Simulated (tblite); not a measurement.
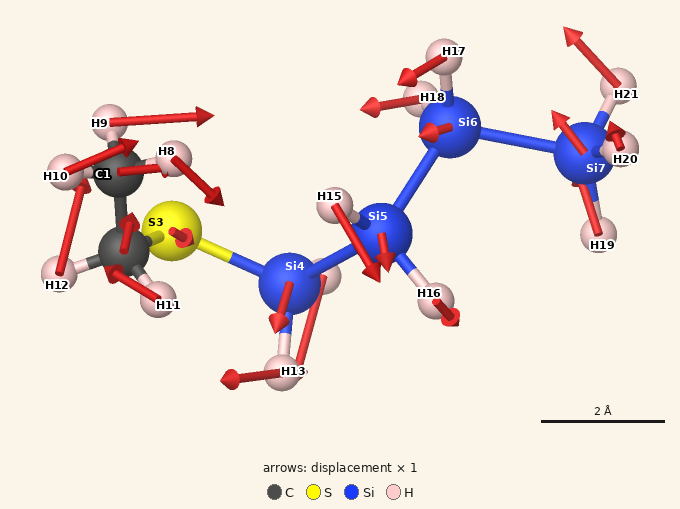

A relaxation of C$_{2}$H$_{14}$SSi$_{4}$. The starting structure is drawn; red arrows show the displacements, at their true length. The two geometries are superimposed by the best rigid fit.

Style: ball-and-stick. Shown at a tilt.

Computed with GFN2-xTB geometry optimisation, gas phase in tblite 0.8.0. 

**Which element moves most?**

Hydrogen: up to 2.04 Å, against 1.09 Å for carbon.

**What happened in the run?**

The energy falls by 0.817 eV in 216 geometry steps. The atom that moves furthest after the best rigid fit is an H atom (2.04 Å). By element the largest moves are H 2.04 Å, C 1.09 Å, Si 1.07 Å, S 0.64 Å. Among the contacts that change: Si–Si 2.222 → 2.332 Å, Si–Si 2.242 → 2.321 Å, S–Si 2.114 → 2.162 Å, C–H 1.126 → 1.090 Å. Bond angles that change, for instance: Si–Si–H 104.4° → 117.3°, S–Si–H 113.4° → 100.6°, C–S–Si 114.2° → 101.7°. Groups turn about Si–Si by about 75°, C–S by about 45°, C–C by about 20°. Cost: 2.3 s on 1 thread of Arm Neoverse V2 (shared host).
